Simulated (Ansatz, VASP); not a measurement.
# CaO (Lime): VASP beside Ansatz, part 2 of 2

Wanted: the spread between two codes on one cell, functional and k mesh. The cell is taken from a series of VASP runs on this material, whose earlier steps may have relaxed, scaled or displaced it; both programs get it as it stands. Valence electrons are named where the data sets of a main pair hold unlike numbers.

VASP 6.6.1 and Ansatz 0.2.0.

So far: The structure; Ansatz: band structure, HSE06; VASP: band structure, HSE06.

## (3) VASP: band structure, HSE06 (continued)

Level of this step: HSE06; plane waves and PAW (Ca_sv, O) (VASP).

Numbers of over 12 decimals in the logs are rounded to 6 here.

OUTCAR, selected parts (step 3):

```text
ion  position               nearest neighbor table
   1  0.000  0.000  0.000-   2 2.41   2 2.41   2 2.41   2 2.41   2 2.41   2 2.41
   2  0.500  0.500  0.500-   1 2.41   1 2.41   1 2.41   1 2.41   1 2.41   1 2.41

  LATTYP: Found a face centered cubic cell.
 ALAT       =     4.8130000000

 Subroutine GETGRP returns: Found 48 space group operations
 (whereof 48 operations were pure point group operations)

The static configuration has the point symmetry O_h .

 Found     10 irreducible k-points:

   k-points           NKPTS =     10   k-points in BZ     NKDIM =    125   number of bands    NBANDS=     14

   dimension x,y,z NGX =    24 NGY =   24 NGZ =   24
   dimension x,y,z NGXF=    48 NGYF=   48 NGZF=   48

   ENCUT  =  460.0 eV  33.81 Ry    5.81 a.u.   5.95  5.95  5.95*2*pi/ulx,y,z

   NELECT =      16.0000    total number of electrons

 k-points in reciprocal lattice and weights: Automatic mesh
   0.00000000  0.00000000  0.00000000       0.008
   0.20000000  0.00000000  0.00000000       0.064
   0.40000000  0.00000000  0.00000000       0.064
   0.20000000  0.20000000  0.00000000       0.048
   0.40000000  0.20000000  0.00000000       0.192
  -0.40000000  0.20000000  0.00000000       0.192
  -0.20000000  0.20000000  0.00000000       0.096
   0.40000000  0.40000000  0.00000000       0.048
  -0.40000000  0.40000000  0.00000000       0.096
  -0.40000000  0.40000000  0.20000000       0.192

  exchange ACFDT corr.  =         0.00000000  see jH, gK, PRB 81, 115126

 average (electrostatic) potential at core
       1 -39.0928       2 -63.8881

 E-fermi :   1.4338

 k-point     1 :       0.0000    0.0000    0.0000
  band No.  band energies     occupation
    ...
      4     -18.2483      2.00000
      5     -15.7779      2.00000
      6       1.2539      2.00000
      7       1.2539      2.00000
      8       1.2540      2.00000
      9       7.4623      0.00000
     10       9.4566      0.00000
     11       9.4566      0.00000
     12       9.4567      0.00000
     13      11.0781      0.00000
    ...

 k-point     2 :       0.2000    0.0000    0.0000
  band No.  band energies     occupation
    ...
      4     -18.2656      2.00000
      5     -15.1953      2.00000
      6       0.0776      2.00000
      7       0.7698      2.00000
      8       0.7699      2.00000
      9       8.9946      0.00000
     10       9.4184      0.00000
     11      10.1656      0.00000
     12      10.1656      0.00000
     13      12.0121      0.00000
    ...

 k-point     3 :       0.4000    0.0000    0.0000
  band No.  band energies     occupation
    ...
      4     -18.2932      2.00000
      5     -14.4953      2.00000
      6      -1.3431      2.00000
      7       0.1040      2.00000
      8       0.1041      2.00000
      9      10.0023      0.00000
     10      11.1091      0.00000
     11      11.5679      0.00000
     12      11.5679      0.00000
     13      13.7121      0.00000
    ...

  energy-cutoff  :      460.00
  volume of cell :       27.87
      direct lattice vectors                 reciprocal lattice vectors
     0.000000000  2.406500000  2.406500000    -0.207770621  0.207770621  0.207770621
     2.406500000  0.000000000  2.406500000     0.207770621 -0.207770621  0.207770621
     2.406500000  2.406500000  0.000000000     0.207770621  0.207770621 -0.207770621

 POSITION                                       TOTAL-FORCE (eV/Angst)
 -----------------------------------------------------------------------------------
      0.00000      0.00000      0.00000        -0.000000     -0.000000     -0.000000
      2.40650      2.40650      2.40650         0.000000      0.000000      0.000000
 -----------------------------------------------------------------------------------
    total drift:                               -0.000000     -0.000000      0.000000

  FREE ENERGIE OF THE ION-ELECTRON SYSTEM (eV)
  ---------------------------------------------------
  free  energy   TOTEN  =       -14.9030372679 eV

  energy  without entropy=      -14.9030372679  energy(sigma->0) =      -14.90303727

 total charge
# of ion       s       p       d       tot
------------------------------------------
    1        2.037   5.886   0.256   8.179
    2        1.559   3.488   0.000   5.047
--------------------------------------------------
tot          3.596   9.374   0.256  13.226

[... 3 further parts left out ...]
```

The k-mesh is coarse for exact exchange; levels may shift by about 0.1 eV on a finer one. The PAW data sets were made with PBE, which is usual practice but a small mismatch for other functionals.

## (4) Comparison

Known differences besides the potentials themselves: exact exchange at q = 0 is treated differently, which shows on coarse meshes; VASP keeps PBE cores, Ansatz makes them for the functional; the cutoff is 420 eV in Ansatz and 460 eV in VASP; VASP takes a coarser grid for exact exchange (PRECFOCK = Fast). Total energies have different zeros and are not compared.

Both answers:

```
                     quantity  Ansatz   VASP  difference
gap over the path points (eV)   5.336  5.320      +0.016
```

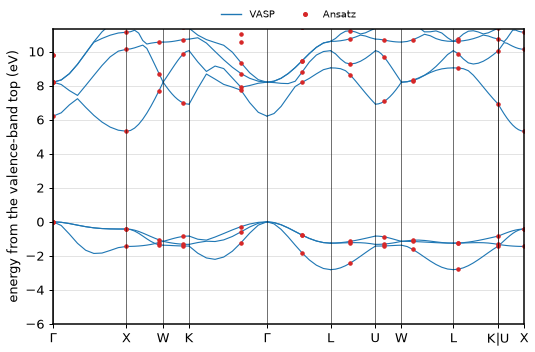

Bands from VASP (lines) and levels from Ansatz (dots). Dots without a line are higher empty bands that the VASP plot leaves out.

Levels at points of the path, from each program's valence-band top (eV; 3 filled, then empty):

```
k (reciprocal lattice)                              Ansatz                                VASP
     0.000 0.000 0.000       0.00 0.00 0.00 6.23 8.21 8.21       0.00 0.00 0.00 6.21 8.20 8.20
     0.500 0.000 0.500  -1.45 -0.42 -0.42 5.34 10.13 11.13  -1.45 -0.42 -0.42 5.32 10.14 11.14
     0.500 0.222 0.722   -1.34 -1.22 -1.06 7.71 8.70 10.55   -1.35 -1.22 -1.06 7.71 8.70 10.55
     0.403 0.347 0.750   -1.41 -1.31 -0.85 6.99 9.87 10.70   -1.42 -1.32 -0.86 6.98 9.87 10.71
     0.125 0.125 0.250    -1.22 -0.58 -0.28 7.75 7.91 8.71    -1.23 -0.59 -0.28 7.73 7.90 8.71
     0.278 0.278 0.278    -1.82 -0.78 -0.78 8.20 8.82 9.46    -1.84 -0.79 -0.79 8.20 8.81 9.47
     0.556 0.389 0.556   -2.40 -1.22 -1.14 8.62 9.27 10.75   -2.42 -1.23 -1.15 8.62 9.27 10.76
     0.583 0.250 0.667   -1.41 -1.30 -0.88 7.08 9.68 10.67   -1.42 -1.30 -0.88 7.07 9.68 10.68
     0.500 0.306 0.694   -1.62 -1.16 -1.07 8.30 8.32 10.69   -1.63 -1.16 -1.08 8.30 8.32 10.70
     0.486 0.486 0.528   -2.76 -1.24 -1.23 9.04 9.87 10.60   -2.78 -1.25 -1.25 9.03 9.87 10.61
```

Among the levels compared at these points, filled levels agree within 18 meV and empty ones within 24 meV.

## (5) Summary of results

| Quantity | Value |
| --- | --- |
| largest difference of a filled level at the path points (band structure, HSE06) | 18 meV |

The largest difference of a filled level at the path points is 18 meV (band structure, HSE06), within the 80 meV picked in this series as the mark of a large difference. How closely two codes agree says nothing of how well the functional describes the real material.

[Lines on the potential files, build, host, timing and source positions are cut from VASP's logs without a mark.]

[Logs are printed without paths, hosts, clocks, repeated set-up lines and the standing remarks that a program may print on its own settings, such as how far it seeks lower states.]

[Hosts, paths, dates, database ids (printed as entryN), source tags and the programs' standing remarks are cut or masked in the printed files.]
